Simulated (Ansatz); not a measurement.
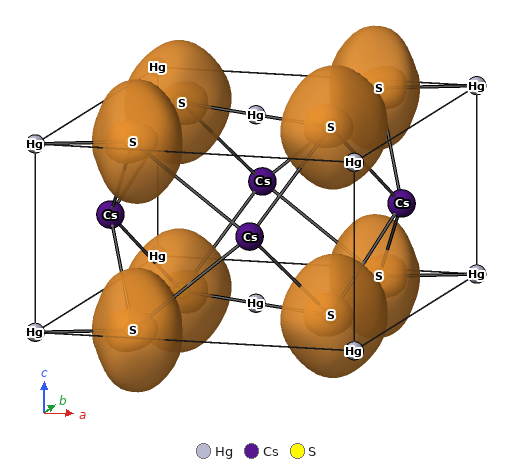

*Cs$_{2}$HgS$_{2}$. Isosurface of the ELF at 0.7 (orange), seen slightly off an axis. Core shells are left out. Sticks mark near contacts.*

Space group Pbam; built by placing these elements on a known structure type; not relaxed (largest force 0.6 eV/Å).

Theory: DFT, PAW plane waves, r2SCAN in Ansatz 0.2.0.

Core electrons are frozen (PAW), and the valence fields are smoothed inside the atomic spheres.

Q: Where are the electrons localised?

A: The surface consists of four regions wrapped around S (the valence shell of each), counted in one cell of 10 atoms. Any copies at cell faces, edges or corners count once.

Values along the shortest contacts:
Hg–S (2.36 Å): the ELF peaks at about 0.75 in the valence shell of S, 0.8 Å from its nucleus, and is about 0.45 at the midpoint. Cs–S (3.57 Å): the ELF is about 0.05 at the midpoint: a largely ionic contact.
